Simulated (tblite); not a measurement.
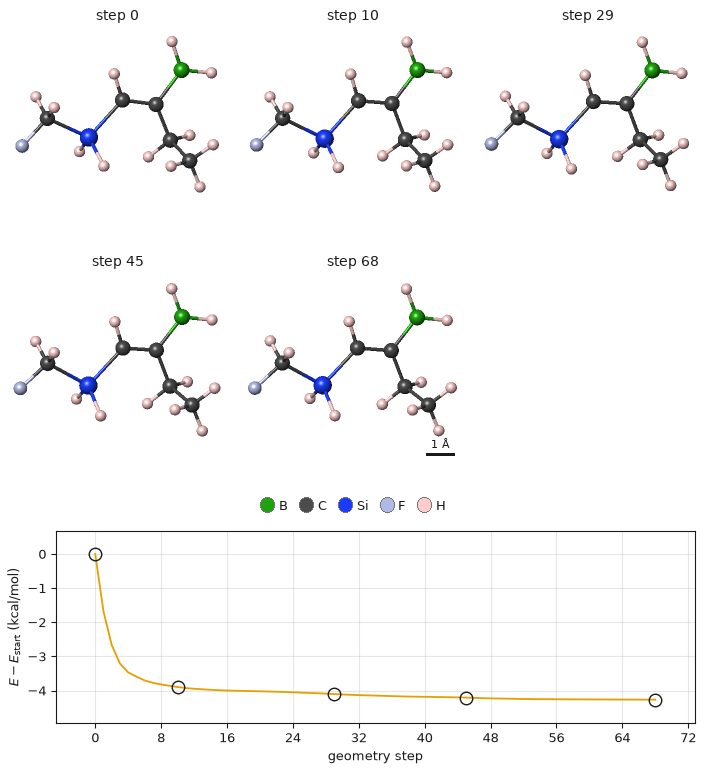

Frames of a relaxation of C5H12BFSi, marked on the history of the run. Style: ball-and-stick. Shown at a tilt.

These are results of GFN2-xTB geometry optimisation, gas phase (tblite), not measurements. 

What happens along the run?

Over 68 geometry steps the energy falls by 4.26 kcal/mol. The largest move after the best rigid fit is that of an H atom, 0.26 Å. By element the largest moves are H 0.26 Å, F 0.17 Å, C 0.16 Å, Si 0.12 Å, B 0.09 Å. Among the contacts that change: C–Si 1.873 → 1.918 Å, B–C 1.579 → 1.551 Å, B–H 1.194 → 1.170 Å, C–Si 1.864 → 1.884 Å. Bond angles that change, for instance: C–C–C 123.8° → 119.9°, C–Si–H 109.2° → 112.9°, C–Si–C 108.3° → 104.7°. The run took 0.85 s on 1 thread of Arm Neoverse N1, on a shared host. From step 0 to 10: Si and H atoms move most (0.06 Å), energy −3.89 kcal/mol. From step 10 to 29: an H atom moves most (0.09 Å), energy −0.21 kcal/mol. From step 29 to 45: an H atom moves most (0.09 Å), energy −0.10 kcal/mol. From step 45 to 68: an H atom moves most (0.09 Å), energy −0.06 kcal/mol.

| step | E − E(0), kcal/mol |
| --- | --- |
| 0 | 0.00 |
| 1 | -1.68 |
| 2 | -2.66 |
| 3 | -3.21 |
| 4 | -3.47 |
| 5 | -3.59 |
| 6 | -3.70 |
| 7 | -3.77 |
| 8 | -3.82 |
| 9 | -3.86 |
| 10 | -3.89 |
| 13 | -3.96 |
| 16 | -4.00 |
| 19 | -4.01 |
| 22 | -4.03 |
| 25 | -4.06 |
| 28 | -4.09 |
| 31 | -4.12 |
| 34 | -4.14 |
| 37 | -4.17 |
| 41 | -4.18 |
| 44 | -4.20 |
| 47 | -4.22 |
| 50 | -4.24 |
| 53 | -4.25 |
| 56 | -4.25 |
| 59 | -4.26 |
| 62 | -4.26 |
| 65 | -4.26 |
| 68 | -4.26 |
